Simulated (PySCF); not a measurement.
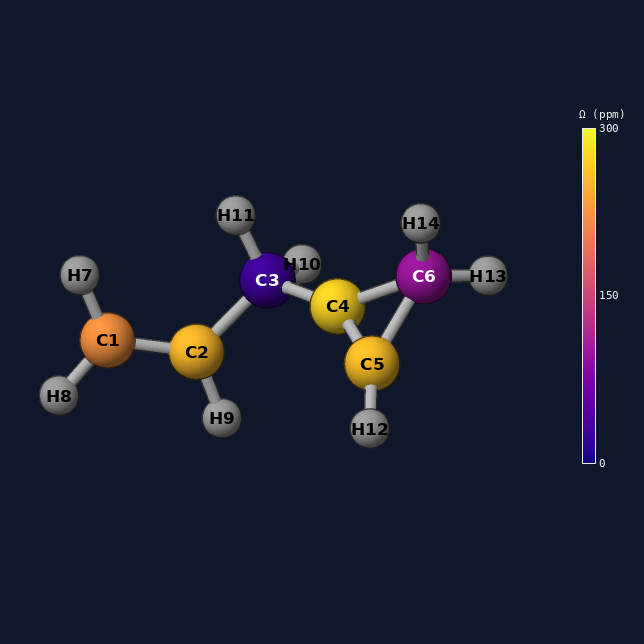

The C atoms are coloured by the span of their shielding tensor. The geometry was computed by an optimisation with PBE0-D3(BJ)/def2-SVP. No frequency run is at hand to confirm it as a minimum. Method: GIAO LC-wPBE/pcSseg-1 NMR shielding, non-relativistic, gas phase (PySCF 2.14.0). Principal shieldings σ11 ≤ σ22 ≤ σ33, span Ω = σ33 − σ11, skew κ = 3(σiso − σ22)/Ω.

Give the shielding tensors of the C atoms.

| atom | σ11 | σ22 | σ33 | σiso | Ω | κ |
| --- | --- | --- | --- | --- | --- | --- |
| C1 | −64.0 | 81.6 | 159.8 | 59.1 | 223.8 | −0.30 |
| C2 | −92.8 | 52.0 | 162.5 | 40.6 | 255.3 | −0.13 |
| C3 | 141.4 | 151.6 | 171.7 | 154.9 | 30.3 | 0.32 |
| C4 | −99.9 | 94.5 | 173.3 | 56.0 | 273.2 | −0.42 |
| C5 | −75.5 | 118.9 | 184.1 | 75.8 | 259.7 | −0.50 |
| C6 | 143.6 | 154.4 | 244.3 | 180.8 | 100.7 | 0.79 |

Shieldings and span in ppm.
